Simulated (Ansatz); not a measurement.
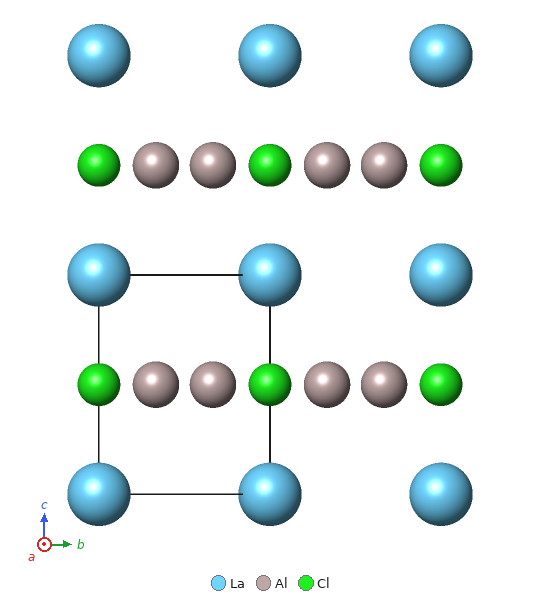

The picture looks along a close-packed row of the hexagonal mesh; c points upwards. Every atom sits on one of the three columns of the mesh; call them A, B, C in the order in which they first turn up. The sequence starts with the first layer at or above the cell's origin.

The compound is LaAl₂Cl, taken as the geometry relaxed with DFT PBE, scalar-relativistic, plane waves, PAW in Ansatz; the starting structure was generated, so it need not be a known form of this composition.

**Give the sequence of layers in one repeat, with element and column.**

La(A) – Cl(A)+Al(B)+Al(C) (two layers in 5.38 Å).
